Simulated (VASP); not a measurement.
Band structure of SmCoP (space group P4/nmm). These are PBEsol GGA, VASP's PBE PAW potentials (set 64) (plane waves; VASP) values and carry that method's errors.

The 4f electrons are frozen in the core of the lanthanide potential, so 4f levels, which can set the real gap, and their magnetism are missing.  The run has a spin-polarised start.

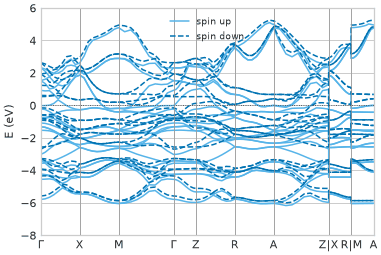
Fig. 1. Bands along high-symmetry lines, zero at the valence-band maximum or, without a gap, the Fermi level

Question: Read the plot: is there a gap, and where are the band edges?

Answer: It has no gap at this level: it comes out as a metal or semimetal. (Edges off the drawn lines would not show.)

The structure comes from a computed database's SmCoP entry (P4/nmm); how it stands against other phases isn't given here. It was relaxed first, which changed the volume by -12 %.
